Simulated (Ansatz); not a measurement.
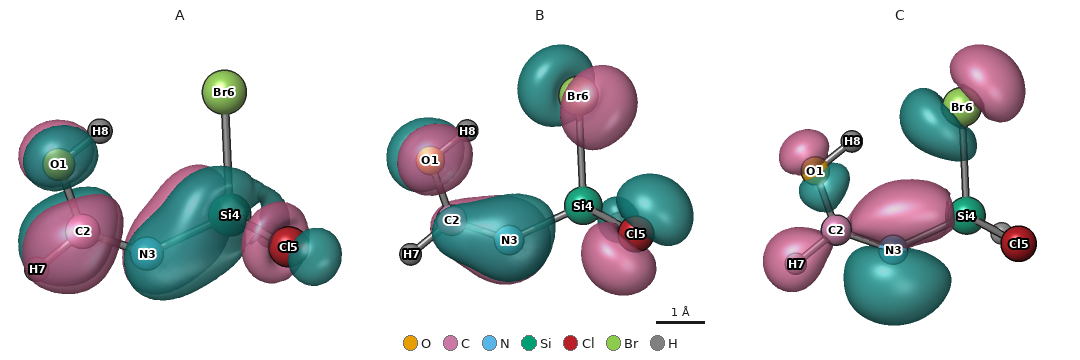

*CH₃BrClNOSi. Three frontier orbitals at ±0.1 Å⁻³ᐟ² (teal and pink are the two phases), in no order.*

Computed with Ansatz 0.2.0, RKS PBE/def2-SVP.

```json
{"atom": "O", "x (Å)": "-2.0449", "y (Å)": "-0.4774", "z (Å)": "0.5386"}
{"atom": "C", "x (Å)": "-0.8734", "y (Å)": "-1.1086", "z (Å)": "0.6743"}
{"atom": "N", "x (Å)": "0.2607", "y (Å)": "-0.8227", "z (Å)": "0.1577"}
{"atom": "Si", "x (Å)": "0.8676", "y (Å)": "0.4014", "z (Å)": "-0.8697"}
{"atom": "Cl", "x (Å)": "2.2060", "y (Å)": "1.5896", "z (Å)": "0.1680"}
{"atom": "Br", "x (Å)": "-0.7911", "y (Å)": "1.7703", "z (Å)": "-1.6709"}
{"atom": "H", "x (Å)": "-0.9950", "y (Å)": "-1.9907", "z (Å)": "1.3402"}
{"atom": "H", "x (Å)": "-1.9252", "y (Å)": "0.2942", "z (Å)": "-0.0729"}
{"atom": "H", "x (Å)": "1.5504", "y (Å)": "-0.1786", "z (Å)": "-2.0593"}
```

**Which picture is the HOMO−1, the HOMO and the LUMO?**

B is the HOMO−1 (−7.35 eV). It lies mainly on N3 (about 30 %), O1 (about 20 %), Cl5 (about 15 %), Br6 (about 15 %) and C2 (about 10 %); largely a combination of lone pairs on N3, O1, Cl5 and Br6. C is the HOMO (−6.56 eV). Its weight (Hirshfeld) is mainly on N3 (about 55 %), Br6 (about 15 %), Si4 (about 10 %), C2 (about 10 %) and O1 (about 5 %). A is the LUMO (−1.93 eV). By Hirshfeld shares it lies mainly on C2 (about 40 %), N3 (about 20 %), Si4 (about 15 %), O1 (about 15 %) and Cl5 (about 5 %).

**What is the HOMO–LUMO gap?**

4.63 eV between the orbital energies.
